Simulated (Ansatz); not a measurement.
## Abstraction of Cl: CH2ClF + GeH(CH3)2 → CH2F + GeH(CH3)2Cl

Species: CH2ClF (chlorofluoromethane) `FCCl`, singlet; GeH(CH3)2, doublet; CH2F `[CH2]F`, doublet; GeH(CH3)2Cl, singlet. A radical takes Cl: the energy is the difference in strength between the C–Cl bond broken and the Ge–Cl bond made.

Shapes, held fixed at every level: PBE0-D4/def2-TZVP. Programs: Ansatz 0.2.0. The zero-point and thermal change to 298 K, harmonic and unscaled (PBE0-D4/def2-TZVP), is -6.4 kJ/mol.

```
                level                    kind  ΔH(298 K) (kJ/mol)  less CCSD(T)/def2-TZVPP  CPU time (sum over the molecules)
     SPW92/def2-TZVPP                     LDA               -53.2                    +28.2                               12 s
 r2SCAN-D4/def2-TZVPP                meta-GGA               -83.9                     -2.5                               44 s
  BHLYP-D4/def2-TZVPP           global hybrid               -92.4                    -11.0                               29 s
r2SCAN0-D4/def2-TZVPP           global hybrid               -88.3                     -6.9                               43 s
   wB97M-V/def2-TZVPP  range-separated hybrid               -75.2                     +6.2                               88 s
      CCSD/def2-TZVPP   coupled cluster or CI               -84.7                     -3.3                                  –
   CCSD(T)/def2-TZVPP   coupled cluster or CI               -81.4                      0.0                             23 min
```

The highest level, CCSD(T)/def2-TZVPP, gives ΔH(298 K) = -81.4 kJ/mol; the levels span -92.4 to -53.2. The column of differences is taken from that level and isn't an error. No measured value is set beside it here. Open shells run unrestricted unless RO is named. Relativity is left out for Ge unless named. Correlated rows may include outer-core shells of Ge, which these sets cover unevenly. Times are processor times on shared x86 and Arm servers, and rough.

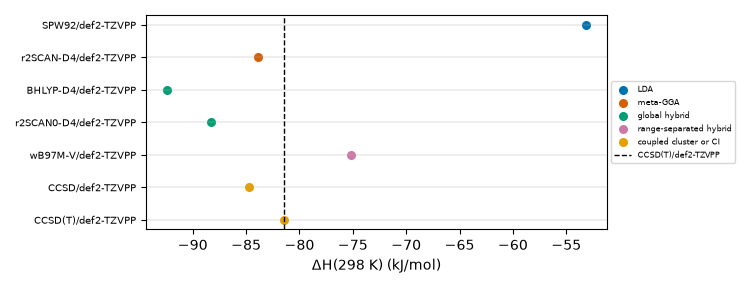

The values of the table, level by level.
